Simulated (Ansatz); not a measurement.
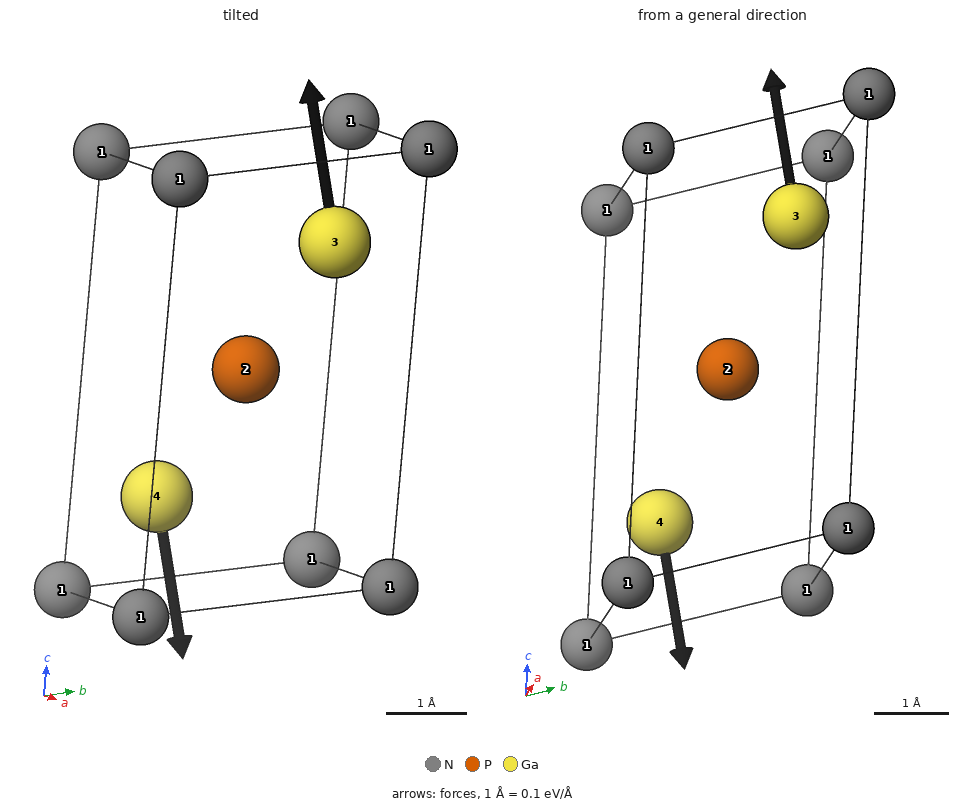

Figure: spheres-only view slightly off an axis and from a general direction. Thin lines show the cell (the run's own, in a reduced setting), with boundary atoms drawn in all their periodic places. The arrows are the computed forces on the atoms.

System: Ga$_{2}$PN. Level of theory and settings: Ansatz, DFT, PBE, plane waves, PAW, a cutoff energy of 420 eV, k-points about 0.38 Å⁻¹ apart, Fermi-Dirac smearing of 0.02 eV, no spin polarisation.

Is the structure at rest?

No. The atoms still feel forces of up to about 0.17 eV/Å, above a usual threshold of 0.01 to 0.03 eV/Å.

Which atom is pushed hardest?

Ga3 and Ga4, about 0.17 eV/Å.

The model was built from a structure type filled with these elements by a generator (whether the compound takes this form wasn't checked). Earlier steps of the study may have refined or changed the cell and positions. It was run through Ansatz as a DFT input.
